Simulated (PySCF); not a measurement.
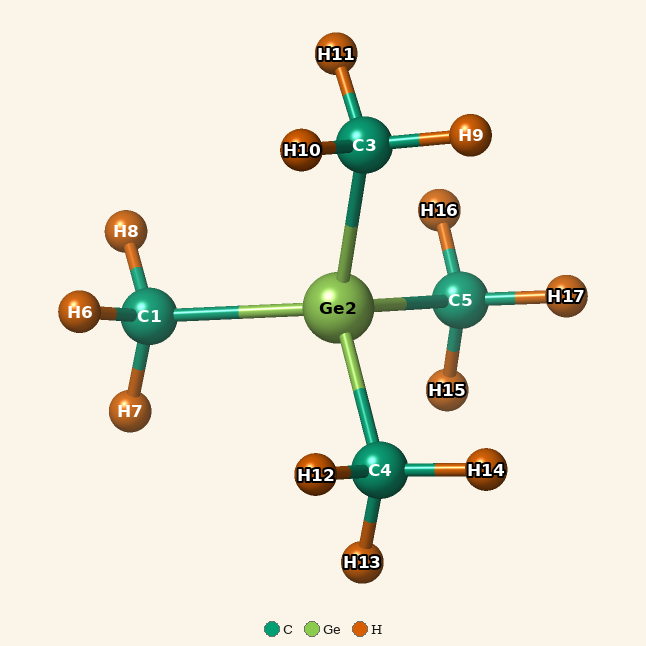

Computed geometry: PBE0-D3(BJ)/def2-TZVP optimisation. No frequency run is at hand to confirm it as a minimum. Level of theory: delta-SCF UKS SCAN, pcX-3 on the ionised atom, pcseg-2 elsewhere, spin-free X2C (PySCF 2.14.0).

Give the core-electron binding energies (to vacuum) of C1 1s.

```csv
atom,level,binding energy (eV)
C1,1s,289.7
```
